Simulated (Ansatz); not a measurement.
# Convergence study of the plane-wave cutoff for LuBRh3 (P4mm, 5 atoms in the cell)

```xyz
5
Lattice="4.1582 0.0000 0.0000 0.0000 4.1582 0.0000 0.0000 0.0000 4.1582" Properties=species:S:1:pos:R:3 pbc="T T T"
Lu     0.0000     0.0000     0.0500
B      2.0791     2.0791     2.0791
Rh     0.0000     2.0791     2.0791
Rh     2.0791     0.0000     2.0791
Rh     2.0791     2.0791     0.0000
```

Level of theory: PBEsol, default PAW files made with PBE (plane waves; Ansatz, a quantum-chemistry and plane-wave program).

Base settings: basis.ecutwfc = 30.9 Ry; kpoints.mp_grid.grid = 7 7 7; hamiltonian.xc = pbesol; hamiltonian.pseudopotentials = {kind: paw} (the program's default PAW files); scf.occupations.method = gaussian; scf.occupations.width = 0.0073 Ry.

The second cell is the first with its lattice scaled by 0.98.

The mesh stays at the base's, so the ladder's end is converged at best in this setting alone.

The first pressure column holds Ansatz's estimate of the finite-basis (Pulay) stress, which hides part of the cutoff error; the other is without it.

Only quantities that move along the ladder and can be compared are tabulated.

The count of work is k-points × plane waves × bands × iterations; it is no time. Core times come from one kind of shared machine, to one figure; runs under 30 s give none.

The starting cell comes from a database of computed structures (which also holds hypothetical and non-ambient phases and stackings), without a prior relaxation at this level. Its lattice was rescaled by up to half a per cent. One atom was moved a little off its site on purpose. Spin polarisation is off. In the base run, with a pressure of about -5 GPa the cell is away from its equilibrium volume at this level.

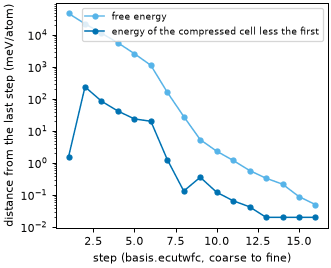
*Distance from the last step along the ladder; very small values are drawn at a floor.*

| basis.ecutwfc | free energy less the last step's (meV/atom) | energy of the compressed cell less the first (meV/atom) | pressure (GPa) | pressure without the Pulay estimate (GPa) | largest difference of a force vector from the last step's (eV/Å) | count of work / last | core time / last (rough) |
|---|---|---|---|---|---|---|---|
| 10.7 Ry | 46988.21 | 3.04 | -73.09 | -1626.59 | 1.087 | 0.055 | – |
| 12.5 Ry | 22208.71 | -234.13 | -23.44 | -917.15 | 1.032 | 0.087 | – |
| 14 Ry | 11320.27 | -80.40 | 16.06 | -546.06 | 0.181 | 0.094 | – |
| 15.4 Ry | 5645.00 | 46.32 | 8.04 | -319.47 | 0.056 | 0.10 | – |
| 16.9 Ry | 2592.67 | 28.34 | -0.34 | -175.01 | 0.170 | 0.13 | – |
| 18.4 Ry | 1123.20 | 24.69 | -3.34 | -90.85 | 0.041 | 0.13 | – |
| 21.7 Ry | 161.03 | 3.32 | -5.61 | -21.24 | 0.028 | 0.15 | – |
| 24.6 Ry | 28.17 | 4.46 | -5.24 | -8.26 | 0.003 | 0.17 | – |
| 27.9 Ry | 5.35 | 4.95 | -5.20 | -5.61 | 0.001 | 0.26 | – |
| 30.9 Ry | 2.33 | 4.72 | -5.24 | -5.36 | 0.000 | 0.26 | – |
| 33.8 Ry | 1.20 | 4.66 | -5.26 | -5.32 | 0.000 | 0.30 | – |
| 37.1 Ry | 0.58 | 4.64 | -5.26 | -5.29 | 0.000 | 0.40 | 0.4 |
| 41.5 Ry | 0.33 | 4.61 | -5.26 | -5.27 | 0.000 | 0.45 | – |
| 46.3 Ry | 0.22 | 4.60 | -5.27 | -5.28 | 0.000 | 0.49 | 0.6 |
| 54 Ry | 0.09 | 4.60 | -5.27 | -5.27 | 0.000 | 0.69 | 0.6 |
| 61.7 Ry | 0.04 | 4.59 | -5.27 | -5.27 | 0.000 | 0.74 | 0.7 |
| 74.2 Ry | 0.00 | 4.59 | -5.27 | -5.27 | 0.000 | 1.0 | 1 |

Coarsest basis.ecutwfc that holds the pressure without the Pulay estimate within 1 GPa of the last step, with all finer ones: 27.9 Ry, at 0.26 of the last step's count of work; the step before is off by 3.0 GPa.

Coarsest basis.ecutwfc that holds the free energy within 0.5 meV/atom of the last step, with all finer ones: 41.5 Ry; the step before is off by 0.58 meV/atom.

Coarsest basis.ecutwfc that holds the forces within 0.005 eV/Å of the last step, with all finer ones: 24.6 Ry, at 0.17 of the last step's count of work; the step before is off by 0.028 eV/Å.

The energy difference between the two cells stays within 1 meV/atom of the last step's from 24.6 Ry on, the total only from 37.1 Ry on: much of the error is common to both cells and cancels.

At the lowest cutoff the pressure without the Pulay estimate lies 1620 GPa under the last step's, the usual sign of Pulay stress in an incomplete plane-wave basis.

Keys are those of Ansatz 0.2.
